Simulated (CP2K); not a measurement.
# SnNH2F (SMILES [NH2][Sn][F]): GFN2-xTB

Aim: the energy change on altering one bond length of SnNH2F at GFN2-xTB, from 2 runs. 

Program for the calculation: CP2K 2026.2.

2 further runs of the same task are left out: 2 set aside as unsound or not needed. Runs told in other sessions of the task aren't counted.

**1. The structure to begin with**

SnNH2F has 5 atoms, charge 0, and is taken as a singlet. SMILES: `[NH2][Sn][F]`. The coordinates come from a PBE0-D4/def2-TZVP relaxation. This is one conformer, not always the lowest.

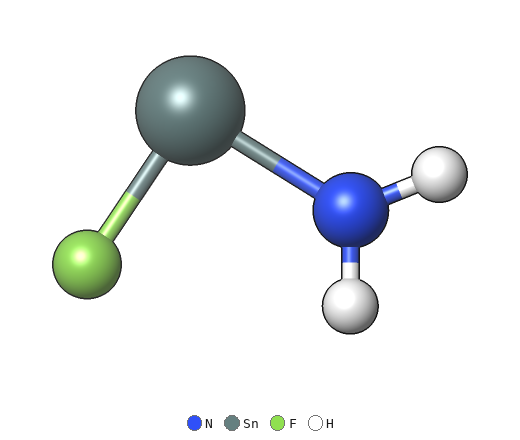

Viewed from a chosen angle; nitrogen blue, tin teal, fluorine green, hydrogen white.

**2. The energy at GFN2-xTB**

qs.inp

```
&FORCE_EVAL
   METHOD QS
   &DFT
      &QS
         METHOD XTB
         EPS_DEFAULT 1.0E-10
         &XTB
            GFN_TYPE TBLITE
            &TBLITE
               METHOD GFN2
            &END TBLITE
            CHECK_ATOMIC_CHARGES F
         &END XTB
      &END QS
      &POISSON
         PERIODIC NONE
         POISSON_SOLVER ANALYTIC
      &END POISSON
      &SCF
         SCF_GUESS ATOMIC
         EPS_SCF 1.0E-06
         MAX_SCF 150
         ADDED_MOS 2
         &DIAGONALIZATION
            ALGORITHM STANDARD
         &END DIAGONALIZATION
         &MIXING
            METHOD DIRECT_P_MIXING
            ALPHA 0.4
         &END MIXING
         &SMEAR ON
            METHOD FERMI_DIRAC
            ELECTRONIC_TEMPERATURE [K] 300
         &END SMEAR
      &END SCF
      &PRINT
         &MOMENTS
            PERIODIC F
            REFERENCE COM
            MAX_MOMENT 1
         &END MOMENTS
         &MO ON
            ENERGIES T
            OCCUPATION_NUMBERS T
            NDIGITS 6
            &EACH
               QS_SCF 0
            &END EACH
            ADD_LAST NUMERIC
         &END MO
         &HIRSHFELD OFF
         &END HIRSHFELD
      &END PRINT
   &END DFT
   &SUBSYS
      # vacuum box
      &CELL
         ABC 13.7 15.1 14.6
         PERIODIC NONE
      &END CELL
      &COORD
         UNIT bohr
         N     -0.5723980     0.9363593    -0.7432293
         Sn     0.6404282    -0.1014783     2.6894582
         F      1.8271762    -3.3559646     1.4254204
         H     -1.4112475     2.5876020    -1.1888267
         H     -0.3896615    -0.2057912    -2.2612463
      &END COORD
      &TOPOLOGY
         &CENTER_COORDINATES
         &END CENTER_COORDINATES
      &END TOPOLOGY
   &END SUBSYS
&END FORCE_EVAL

&GLOBAL
   PROJECT_NAME qs
   RUN_TYPE ENERGY
   PRINT_LEVEL MEDIUM
&END GLOBAL
```

Run with:

```bash
$ OMP_NUM_THREADS=1 cp2k.psmp -i qs.inp -o qs.out
```

What it wrote:

```text
CP2K| version string:                                       CP2K version 2026.2
[...]
 GLOBAL| Method name                                                        CP2K
[...]
 GLOBAL| Run type                                                         ENERGY
[...]
                             - Atoms:                                          5
[...]
                             - Spherical basis functions:                     19
[...]
 Number of electrons:                                                         18
[...]
  *** SCF run converged in    46 steps ***
[...]
  Fermi energy:                                                -0.26873052312912
[...]
 TB_DIPOLE| Moment [Debye]         -1.11760881       2.91455208       0.88062594
 TB_DIPOLE| Derivative [a.u.]       0.00000000       0.00000000       0.00000000
[...]
 ENERGY| Total FORCE_EVAL ( QS ) energy [hartree]            -10.847868315324250
[...]
```

It took 0.24 s on 1 thread of Arm Neoverse V2, shared host.

**3. The distorted shape, same level**

qs.inp, as its differences from that of step 2:

```diff
@@ -1,4 +1,12 @@
+&GLOBAL
+   PROJECT_NAME qs
+   RUN_TYPE ENERGY
+   PRINT_LEVEL MEDIUM
+&END GLOBAL
+
 &FORCE_EVAL
-   METHOD QS
+   METHOD Quickstep
    &DFT
+      CHARGE 0
+      MULTIPLICITY 1
       &QS
@@ -55,5 +63,4 @@
    &SUBSYS
-      # vacuum box
       &CELL
-         ABC 13.7 15.1 14.6
+         ABC [angstrom] 14.1 15.8 14.6
          PERIODIC NONE
@@ -62,7 +69,7 @@
          UNIT bohr
-         N     -0.5723980     0.9363593    -0.7432293
-         Sn     0.6404282    -0.1014783     2.6894582
-         F      1.8271762    -3.3559646     1.4254204
+         N      0.0986815    -0.3846367    -0.3867513
+         Sn     1.3115077    -1.4224743     3.0459362
+         F      2.4982557    -4.6769607     1.7818984
          H     -1.4112475     2.5876020    -1.1888267
-         H     -0.3896615    -0.2057912    -2.2612463
+         H      0.2814180    -1.5267872    -1.9047683
       &END COORD
@@ -74,7 +81 @@
 &END FORCE_EVAL
-
-&GLOBAL
-   PROJECT_NAME qs
-   RUN_TYPE ENERGY
-   PRINT_LEVEL MEDIUM
-&END GLOBAL
```

Run with:

```bash
$ OMP_NUM_THREADS=1 cp2k.psmp -i qs.inp -o qs.out
```

What it wrote:

```text
CP2K| version string:                                       CP2K version 2026.2
[...]
 GLOBAL| Method name                                                        CP2K
[...]
 GLOBAL| Run type                                                         ENERGY
[...]
                             - Atoms:                                          5
[...]
                             - Spherical basis functions:                     19
[...]
 Number of electrons:                                                         18
[...]
  *** SCF run converged in    78 steps ***
[...]
  Fermi energy:                                                -0.34199567633966
[...]
 TB_DIPOLE| Moment [Debye]         -1.17266588       3.04241469       0.89146702
 TB_DIPOLE| Derivative [a.u.]       0.00000000       0.00000000       0.00000000
[...]
 ENERGY| Total FORCE_EVAL ( QS ) energy [hartree]            -10.735046367093544
[...]
```

Wall time 0.26 s (1 thread of Arm Neoverse V2, shared host).

**4. Outcome**

Level: GFN2-xTB.

| quantity | value |
| --- | --- |
| first shape: total energy | -10.84787 Eh |
| first shape: dipole moment (from atomic charges alone) | 3.24 D |
| first shape: HOMO energy | -10.35 eV |
| first shape: LUMO energy | -6.42 eV |
| first shape: HOMO–LUMO gap | 3.93 eV |
| first shape: dispersion energy | -5.33 kJ/mol |
| distorted shape: total energy | -10.73505 Eh |
| distorted shape: dipole moment (from atomic charges alone) | 3.38 D |
| distorted shape: HOMO energy | -10.13 eV |
| distorted shape: LUMO energy | -8.48 eV |
| distorted shape: HOMO–LUMO gap | 1.65 eV |
| distorted shape: dispersion energy | -5.85 kJ/mol |
| energy change with the N1–H4 bond stretched from 1.008 to 1.815 Å | 3.070 eV |

One bond (distorted shape) is far stretched, which a spin-restricted single reference describes badly. With the N1–H4 bond stretched from 1.008 to 1.815 Å the energy rises by 3.07 eV (296 kJ/mol). The first shape isn't relaxed at this level, so the change isn't measured from a minimum. A restricted reference can't describe the breaking bond well at this length. The dipole (first shape) comes from point charges on the atoms alone, without atomic dipoles, so it is partial. The dipole (distorted shape) comes from point charges on the atoms alone, without atomic dipoles, so it is partial.
